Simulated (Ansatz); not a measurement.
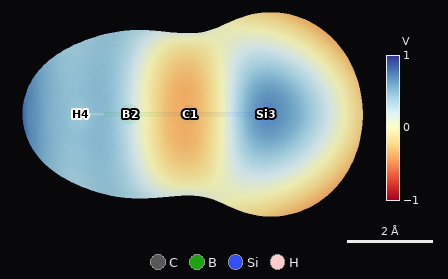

Figure 1: CHBSi (SMILES B=C=[Si]) (triplet). The molecular electrostatic potential painted on the density surface at 0.001 e/bohr³, seen across its widest extent; red is negative and blue positive.

Geometry: PBE-D3(BJ)/def2-SVP.

All numbers below come from Ansatz 0.2.0, isolated molecule in a Gaussian basis; Kohn-Sham density functional theory, functional PBE0.

Describe the electrostatic potential map.

Answer. The most negative region (about −0.4 V, or −9 kcal/mol for a unit charge) lies over C1 and Si3, the most positive (about +0.8 V, or +18 kcal/mol for a unit charge) over H4.
